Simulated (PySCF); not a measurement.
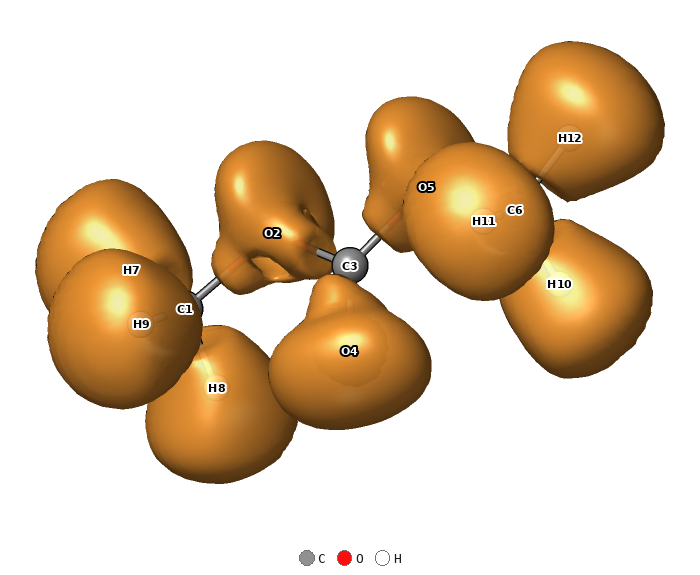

Figure. C$_{3}$H$_{6}$O$_{3}$. Isosurface of the ELF at 0.75 (orange), seen at a tilt. Core shells and regions of very low density are left out.

Geometry: GFN2-xTB.

Theory: B97-2/pcSseg-1, SCF density, in a chloroform solvent model, non-relativistic (PySCF).

```xyz
12

C     2.3240   -0.0428    0.1631
O     1.0660   -0.5470    0.5934
C     0.0003    0.0043    0.0117
O     0.0274    0.8663   -0.8196
O    -1.1002   -0.5619    0.5078
C    -2.3274   -0.0733   -0.0189
H     3.0720   -0.5939    0.7267
H     2.4539   -0.2042   -0.9087
H     2.3978    1.0267    0.3695
H    -2.3733   -0.2379   -1.0971
H    -2.4296    0.9956    0.1786
H    -3.1097   -0.6325    0.4871
```

Where are the electrons localised?

The ELF exceeds this value in six regions around hydrogen nuclei and three regions on O in which the atom's valence shell and bonds are merged.

Values along the shortest contacts:
C–O (1.20 Å): the ELF peaks at about 0.85 between the atoms (a multiple bond). C–H (1.09 Å): the ELF climbs to about 1 towards the hydrogen, as it does in any bond to H (an ordinary covalent bond to hydrogen).
